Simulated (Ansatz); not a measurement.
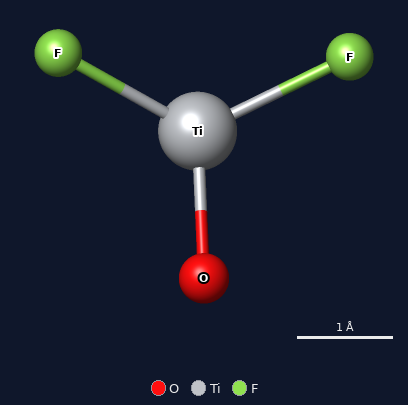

The starting structure (ball-and-stick view, seen at a tilt). Sticks mark near contacts.

**TiOF$_{2}$: geometry relaxation**

The run: geometry relaxation of TiOF$_{2}$. Method and program: RKS PBE0-D4/def2-TZVP (Ansatz 0.2.0).

Figures and captions count atoms from 1; the log counts them from 0 in places.

### What the program printed
```
Functional definition: PBE0
  name "PBE0"
  cite "Adamo & Barone, J. Chem. Phys. 110, 6158 (1999) doi:10.1063/1.478522"
  cite "Perdew, Burke & Ernzerhof, Phys. Rev. Lett. 77, 3865 (1996) doi:10.1103/PhysRevLett.77.3865"
  parent pbe
  parameter a = 0.25
  parameter kappa = 0.804
  parameter beta = 0.06672455060314922
  exchange = (1 - a)*pbe_x(kappa = kappa, mu = beta*pi^2/3) + a*exact_x
  correlation = pbe_c(beta = beta)
929 factors; their error is unknown
mean field evaluation 1: about -30577.4724 eV, gradient 9.1e1 eV
mean field evaluation 2: about -30237.1817 eV, gradient 4.5e2 eV
mean field evaluation 4: about -30590.6668 eV, gradient 1.6e1 eV
mean field evaluation 8: about -30591.0448 eV, gradient 4.4e-2 eV
mean field evaluation 16: about -30591.1976 eV, gradient 1.0e-4 eV
mean field -30591.19759400 eV, -1124.2057761210 hartree, gradient 1.6e-5 eV, S^2 0.000000; 0 other end points of the search recorded, 0 dependent functions left out
the calculation of the forces begins
reference -30591.19763323 eV, -1124.2057775626 hartree; 24, 24 occupied and 114, 114 virtual orbitals, 929 factors
relax step   1: F+E_penalty+E_count = -30591.25225520 eV  Δ(F+E_penalty+E_count) = +0.000e0 eV  max|allowed force component| = 7.947e-1 eV/Å  Δτ_max = 0.0000 Å  (32 SCF iters, accepted)
these checks for a lower state are left out or cut short: starts, cluster_reference, orbital_swaps, neighbouring_geometries, increment
929 factors; their error is unknown
mean field -30591.21337269 eV, -1124.2063559771 hartree, gradient 9.6e-6 eV, S^2 0.000000; 0 other end points of the search recorded, 0 dependent functions left out
the calculation of the forces begins
reference -30591.21341180 eV, -1124.2063574145 hartree; 24, 24 occupied and 114, 114 virtual orbitals, 929 factors
relax step   2: F+E_penalty+E_count = -30591.26797359 eV  Δ(F+E_penalty+E_count) = -1.572e-2 eV  max|allowed force component| = 3.699e-1 eV/Å  Δτ_max = 0.0531 Å  (41 SCF iters, accepted)
these checks for a lower state are left out or cut short: starts, cluster_reference, orbital_swaps, neighbouring_geometries, increment
929 factors; their error is unknown
mean field evaluation 32: about -30591.2186 eV, gradient 1.3e-1 eV
mean field -30591.21860829 eV, -1124.2065483818 hartree, gradient 9.3e-6 eV, S^2 0.000000; 0 other end points of the search recorded, 0 dependent functions left out
the calculation of the forces begins
reference -30591.21864735 eV, -1124.2065498175 hartree; 24, 24 occupied and 114, 114 virtual orbitals, 929 factors
relax step   3: F+E_penalty+E_count = -30591.27312309 eV  Δ(F+E_penalty+E_count) = -5.149e-3 eV  max|allowed force component| = 6.431e-2 eV/Å  Δτ_max = 0.0472 Å  (41 SCF iters, accepted)
these checks for a lower state are left out or cut short: starts, cluster_reference, orbital_swaps, neighbouring_geometries, increment
929 factors; their error is unknown
mean field -30591.22008597 eV, -1124.2066026857 hartree, gradient 1.7e-5 eV, S^2 0.000000; 0 other end points of the search recorded, 0 dependent functions left out
the calculation of the forces begins
reference -30591.22012494 eV, -1124.2066041178 hartree; 24, 24 occupied and 114, 114 virtual orbitals, 929 factors
relax step   4: F+E_penalty+E_count = -30591.27452580 eV  Δ(F+E_penalty+E_count) = -1.403e-3 eV  max|allowed force component| = 5.144e-2 eV/Å  Δτ_max = 0.0850 Å  (39 SCF iters, accepted)
these checks for a lower state are left out or cut short: starts, cluster_reference, orbital_swaps, neighbouring_geometries, increment
929 factors; their error is unknown
mean field -30591.22026196 eV, -1124.2066091534 hartree, gradient 2.7e-5 eV, S^2 0.000000; 0 other end points of the search recorded, 0 dependent functions left out
the calculation of the forces begins
reference -30591.22030096 eV, -1124.2066105864 hartree; 24, 24 occupied and 114, 114 virtual orbitals, 929 factors
relax step   5: F+E_penalty+E_count = -30591.27467353 eV  Δ(F+E_penalty+E_count) = -1.477e-4 eV  max|allowed force component| = 8.741e-3 eV/Å  Δτ_max = 0.0026 Å  (36 SCF iters, accepted)
these checks for a lower state are left out or cut short: starts, cluster_reference, orbital_swaps, neighbouring_geometries, increment
929 factors; their error is unknown
mean field -30591.22026170 eV, -1124.2066091436 hartree, gradient 1.1e-5 eV, S^2 0.000000; 0 other end points of the search recorded, 0 dependent functions left out
the calculation of the forces begins
reference -30591.22030070 eV, -1124.2066105767 hartree; 24, 24 occupied and 114, 114 virtual orbitals, 929 factors
relax step   6: F+E_penalty+E_count = -30591.27467444 eV  Δ(F+E_penalty+E_count) = -9.099e-7 eV  max|allowed force component| = 5.831e-5 eV/Å  Δτ_max = 0.0007 Å  (27 SCF iters, accepted)
929 factors; their error is unknown
mean field evaluation 64: about -30577.7362 eV, gradient 9.1e1 eV
```

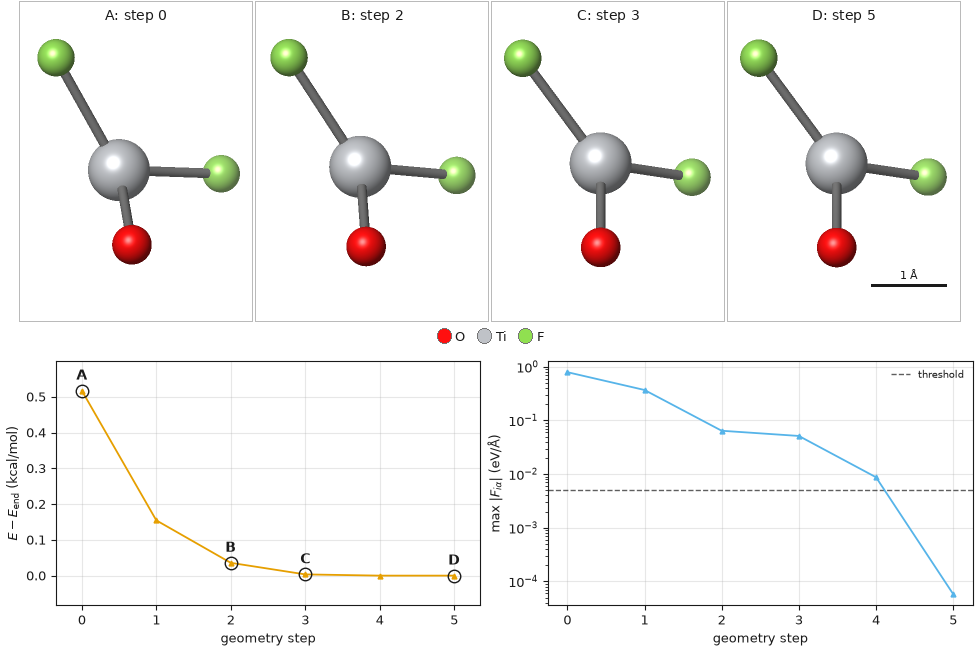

Frames of the relaxation (ball-and-stick view, seen at a tilt) above the curves, on which the letters mark them (the first geometry is step 0 here and step 1 in the log).

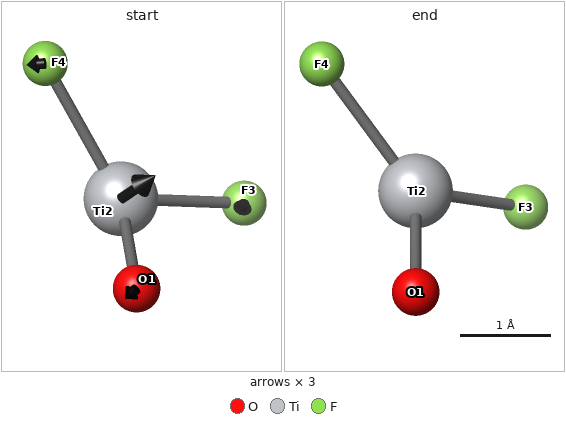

Before (left) and after (right) the relaxation, at one scale (ball-and-stick view, seen at a tilt). The black arrows give the displacements, magnified 3 times. The energy falls by 0.52 kcal/mol in 5 geometry steps. The largest force component goes from 0.79 to under 0.0001 eV/Å. The atom that moves furthest after the best rigid fit is Ti2 (0.18 Å). Largest moves by element: Ti 0.18 Å, F 0.07 Å, O 0.06 Å. Among the contacts that change: O1–Ti2 1.607 → 1.592 Å, Ti2–F3 1.783 → 1.788 Å. Among the angles that change: F3–Ti2–F4 122.9° → 127.6°, O1–Ti2–F3 113.1° → 115.8°. (Atoms are counted from 1 in the order of the input.)

```
mean field -30591.22026170 eV, -1124.2066091436 hartree, gradient 1.2e-5 eV, S^2 0.000000; 1 other end points of the search recorded, 0 dependent functions left out
the calculation of the forces begins
reference -30591.22030070 eV, -1124.2066105767 hartree; 24, 24 occupied and 114, 114 virtual orbitals, 929 factors
Total energy: -30591.27471343 eV, -1124.2086102079 hartree
Atom 0 at     0.043547     0.469632     1.512835 Å, force     0.000020     0.000015     0.000008 eV/Å
Atom 1 at    -0.056886    -0.033989     0.006126 Å, force    -0.000058    -0.000041    -0.000015 eV/Å
Atom 2 at     0.835889    -1.536212    -0.374078 Å, force    -0.000003     0.000049    -0.000007 eV/Å
Atom 3 at    -0.822550     1.100568    -1.144881 Å, force     0.000042    -0.000023     0.000014 eV/Å
Dipole moment:    -0.140401    -0.145135    -0.194399 e Å
```

### Trajectory as extended XYZ (Å, eV, eV/Å), 6 frames, from step=1 to step=6
```
4
Properties=species:S:1:pos:R:3:forces:R:3 step=1 energy=-30591.25225
O     0.0951    0.4954    1.4903   -0.2283  -0.3537  -0.7188
Ti   -0.2137   -0.1228    0.0397    0.3383   0.4451   0.7947
F     0.8686   -1.4730   -0.3889   -0.0602  -0.0374  -0.0403
F    -0.7500    1.1003   -1.1411   -0.0498  -0.0539  -0.0355
4
Properties=species:S:1:pos:R:3:forces:R:3 step=2 energy=-30591.26797
O     0.0798    0.4886    1.4999   -0.0860  -0.1499  -0.3278
Ti   -0.1682   -0.0962    0.0330    0.1310   0.1905   0.3699
F     0.8595   -1.4925   -0.3875   -0.0113  -0.0381  -0.0159
F    -0.7711    1.1000   -1.1454   -0.0337  -0.0025  -0.0263
4
Properties=species:S:1:pos:R:3:forces:R:3 step=3 energy=-30591.27312
O     0.0665    0.4821    1.5061   -0.0184  -0.0304  -0.0643
Ti   -0.1278   -0.0729    0.0257    0.0450   0.0356   0.0248
F     0.8523   -1.5109   -0.3840   -0.0261   0.0178   0.0138
F    -0.7910    1.1017   -1.1478   -0.0005  -0.0229   0.0257
4
Properties=species:S:1:pos:R:3:forces:R:3 step=4 energy=-30591.27453
O     0.0431    0.4687    1.5106    0.0003   0.0040   0.0128
Ti   -0.0556   -0.0339    0.0036   -0.0046   0.0122   0.0514
F     0.8356   -1.5360   -0.3717    0.0264  -0.0466  -0.0209
F    -0.8231    1.1012   -1.1426   -0.0221   0.0305  -0.0434
4
Properties=species:S:1:pos:R:3:forces:R:3 step=5 energy=-30591.27467
O     0.0434    0.4695    1.5129    0.0004   0.0018   0.0054
Ti   -0.0563   -0.0336    0.0061   -0.0002  -0.0027  -0.0087
F     0.8358   -1.5365   -0.3740   -0.0016   0.0028   0.0010
F    -0.8228    1.1006   -1.1449    0.0014  -0.0020   0.0024
4
Properties=species:S:1:pos:R:3:forces:R:3 step=6 energy=-30591.27467
O     0.0435    0.4696    1.5128    0.0000   0.0000   0.0000
Ti   -0.0569   -0.0340    0.0061   -0.0001   0.0000   0.0000
F     0.8359   -1.5362   -0.3741    0.0000   0.0000   0.0000
F    -0.8226    1.1006   -1.1449    0.0000   0.0000   0.0000
```

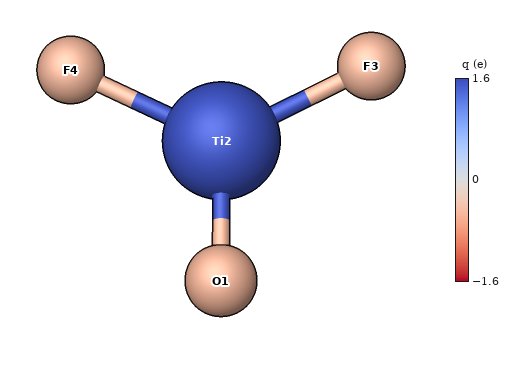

Mulliken charges, as the colour of each atom (ball-and-stick view, seen at a tilt; atoms are numbered from 1 in the order of the input). By element: O −0.52, Ti +1.51 and F −0.50 e.

This output came from the following input.

### Input file
```yaml
crystal:
  periodic: [false, false, false]
  atoms:
    - {symbol: O, position_ang: [0.095060, 0.495440, 1.490285]}
    - {symbol: Ti, position_ang: [-0.213660, -0.122790, 0.039663]}
    - {symbol: F, position_ang: [0.868551, -1.472967, -0.388853]}
    - {symbol: F, position_ang: [-0.749951, 1.100317, -1.141094]}
basis:
  gaussian: {orbitals: def2-TZVP}
hamiltonian: {xc: pbe0, dispersion: d4}
relax: {f_tol: 0.005, max_steps: 200}
```

Launch command:
```bash
ansatz run in.yaml --threads 2 --pin off --events-out ev --progress --plain --max-ram 4352MiB
```

### Results in brief

```json
{"quantity": "outcome", "value": "converged"}
{"quantity": "total energy", "value": "−30591.2747 eV"}
{"quantity": "mean-field energy", "value": "−30591.2203 eV"}
{"quantity": "dispersion energy", "value": "−0.0544 eV"}
{"quantity": "SCF solution under orbital rotations", "value": "stable"}
{"quantity": "largest force (length of the vector) at the end", "value": "under 0.001 eV/Å"}
{"quantity": "dipole moment", "value": "1.35 D"}
{"quantity": "hardware", "value": "2 threads of Arm Neoverse V1, 95 GiB of memory available, shared host"}
{"quantity": "wall time", "value": "20 s (CPU time 38 s)"}
{"quantity": "peak memory", "value": "0.26 GiB"}
```
